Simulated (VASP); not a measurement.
Band structure of TcO$_{2}$ (space group P-3m1). Level of theory: PBE GGA, VASP's PBE PAW potentials (set 64) (plane waves; VASP 6.6.1).

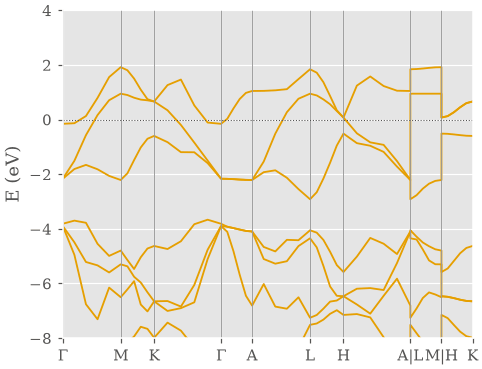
Bands along high-symmetry lines, zero at the valence-band maximum or, without a gap, the Fermi level

Q: Read the plot: is there a gap, and where are the band edges?

A: It has no gap at this level: it comes out as a metal or semimetal.

The structure was generated: TcO2 was put into an ordered model structure, which need not be its known phase. The cell was not relaxed at this level. The electron count is odd and the run is not spin-polarised, which forces a metal.
